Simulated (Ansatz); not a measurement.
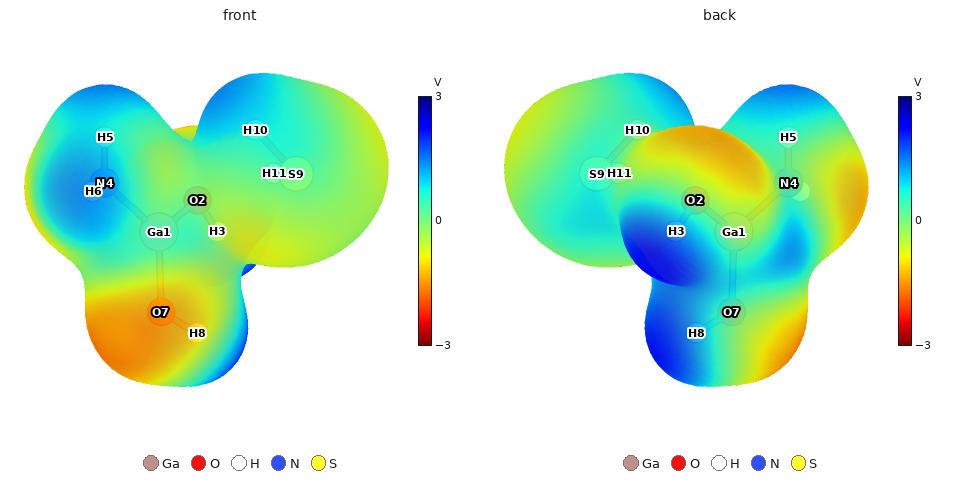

The picture shows: GaH4NO2···H2S. The electrostatic potential painted on the density surface at 0.002 e/bohr³, seen from the front and from behind; the colour scale runs from red (negative) to blue (positive).

Level of theory: RKS PBE-D4/def2-SVP (Ansatz).

```xyz
11

Ga    0.0126   -0.2453   -0.0166
O    -0.0214   -0.6104    1.7509
H    -0.8992   -0.8831    2.0726
N     1.6414   -0.1570   -0.8126
H     2.4783   -0.0845   -0.2341
H     1.7563    0.3460   -1.6928
O    -1.4636   -0.2694   -1.0513
H    -2.2811   -0.1359   -0.5463
S    -0.1019    2.8235    1.5905
H     1.2115    2.7070    1.2595
H    -0.0778    1.5573    2.1580
```

> Which sites attract a positive test charge, and which a negative one?

A positive charge is drawn to the negative regions and a negative charge to the positive ones. The most negative region (about −1.6 V) lies over O7, the most positive (about +2.3 V) over H3. O7 is the likeliest acceptor of a hydrogen bond.
